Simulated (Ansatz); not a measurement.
Tl (hcp, Mg type)

```
Tl
1.0
    3.60828     0.00000     0.00000
   -1.80414     3.12487     0.00000
    0.00000     0.00000     5.57421
Tl
2
Direct
  0.33333   0.66667   0.75000
  0.66667   0.33333   0.25000
```

This relaxed cell (volume V₀) is scaled evenly in all directions, its shape held. Symmetry pins the atoms to their sites.

Computed with PBE (plane waves to 420 eV, PAW, scalar-relativistic; Ansatz, a quantum-chemistry and plane-wave program). k mesh 15×15×9 (Γ-centred), Fermi-Dirac smearing 0.05 eV. The energy includes the smearing's −TS. With the shape held, the modulus is that of even scaling; a crystal free to change shape is softer. Spin-orbit coupling is left out, though Tl is heavy. The relaxed volume of Tl is well above the measured one; the method has no dispersion term. Tl was relaxed with its symmetry unable to fall. ΔE is measured from the relaxed starting cell.

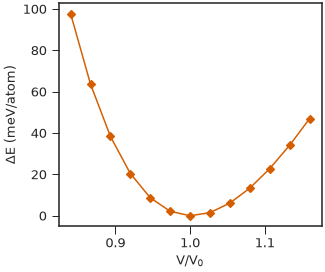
Figure. ΔE (meV/atom) against V/V₀; computed points joined by lines.

Problem. What is ΔE at V/V₀ = 1.160?

Solution. About 47 meV/atom.

Problem. What is ΔE at V/V₀ = 0.840?

Solution. About 98 meV/atom.

Problem. What bulk modulus at fixed cell shape B₀ follows from a third-order Birch-Murnaghan fit?

Solution. About 26 GPa.

(A scan under strain: stresses follow from slopes of the energy per volume, elastic moduli from its curvatures.)
